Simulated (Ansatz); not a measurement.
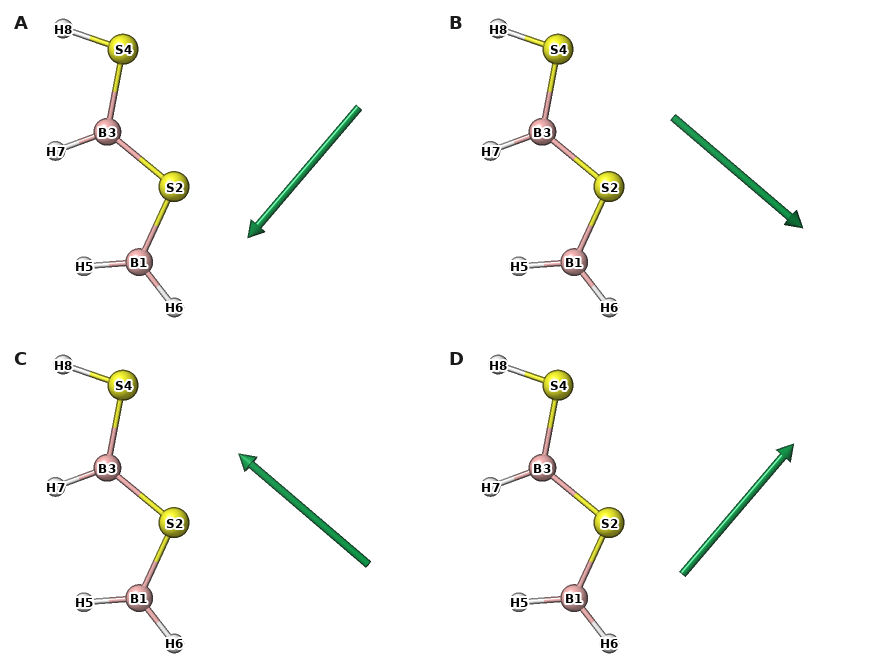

The same molecule four times, each with an arrow. The geometry was computed by an optimisation with PBE-D4/def2-SVP. No frequency run is at hand to confirm it as a minimum. Properties computed with RKS PBE-D4/def2-SVP (Ansatz 0.2.0).

**Which arrow points along the dipole moment, from the negative to the positive end?**

C. The dipole moment is 1.66 D; it points from the side of H6 to the side of H8 (the outermost atoms at the two ends).
